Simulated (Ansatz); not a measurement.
# C$_{4}$H$_{10}$OSi: what the fields show

```xyz
16

C     0.0310   -1.1369   -1.3689
C    -0.3810   -1.7336   -0.0029
C     0.9986   -1.2652    0.5465
C     1.5092   -1.2315   -0.9241
O    -0.3922   -1.7280   -2.5595
Si    1.8986   -2.3255    1.8152
H    -0.1315   -2.6589   -2.5319
H    -0.2775   -0.0788   -1.4252
H    -1.2999   -1.3709    0.4845
H    -0.4307   -2.8364   -0.0737
H     0.9100   -0.2319    0.9278
H     1.1530   -2.3652    3.1116
H     2.0127   -3.7226    1.2889
H     3.2753   -1.8019    2.0769
H     2.2111   -0.4382   -1.2265
H     1.9306   -2.2091   -1.2245
```

Geometry: r2SCAN-D4/def2-SVP.

Computed with isolated molecule in a Gaussian basis; Kohn-Sham density functional theory, functional PBE0 (Ansatz 0.2.0).

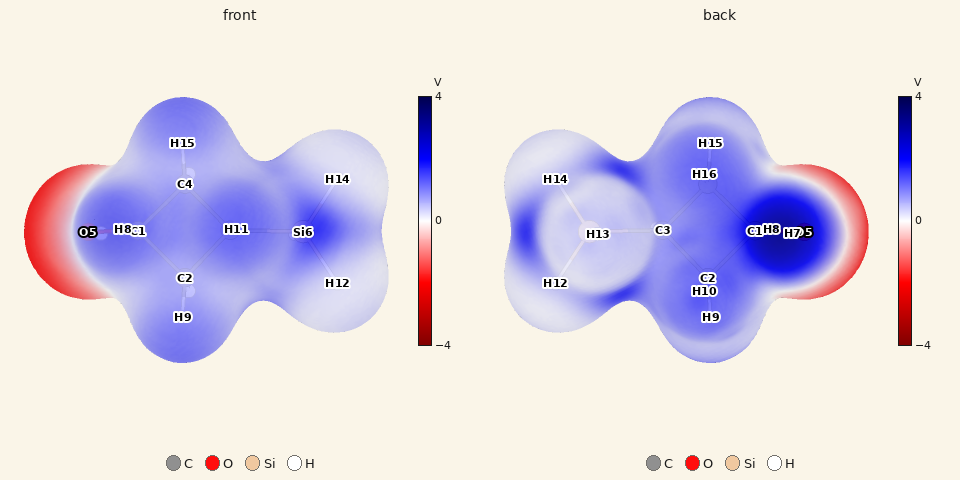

Figure 1. The electrostatic potential painted on the density surface at 0.004 e/bohr³, seen from the front and from behind; red is negative and blue positive.

Q: Describe the electrostatic potential map.

A: The most negative region (about −1.8 V) lies over O5, the most positive (about +3.0 V) over H7. O5 is the likeliest acceptor of a hydrogen bond.

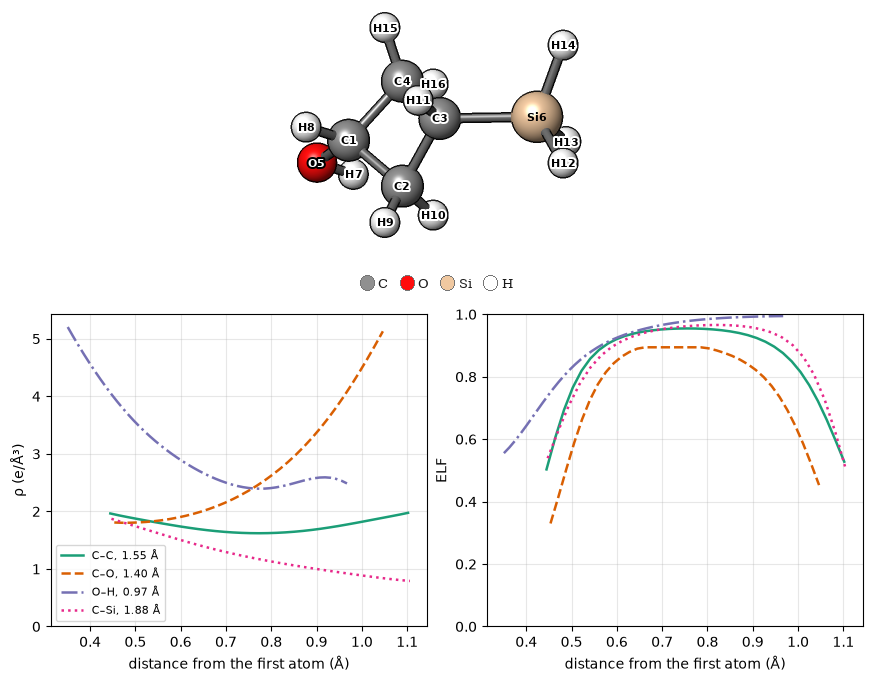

Figure 2. Electron density and ELF along straight lines between neighbouring atoms. The curves leave out the atomic cores. The structure is drawn too.

Q: Compare the contacts.

A: C–C (1.55 Å): ρ at the midpoint is about 1.6 e/Å³; the ELF peaks at about 0.95 between the atoms (a shared electron pair).
C–O (1.40 Å): ρ is about 2.1 e/Å³ halfway, with its minimum of 1.8 e/Å³ about 0.5 Å from C; the ELF peaks at about 0.90 between the atoms (a shared but strongly polarised pair).
O–H (0.97 Å): the density is about 3.7 e/Å³ at the midpoint; the ELF climbs to about 1 towards the hydrogen, as it does in any bond to H: an ordinary covalent bond to hydrogen.
C–Si (1.88 Å): ρ is about 0.95 e/Å³ halfway; the ELF peaks at about 0.95 between the atoms: localised, covalent bonding.
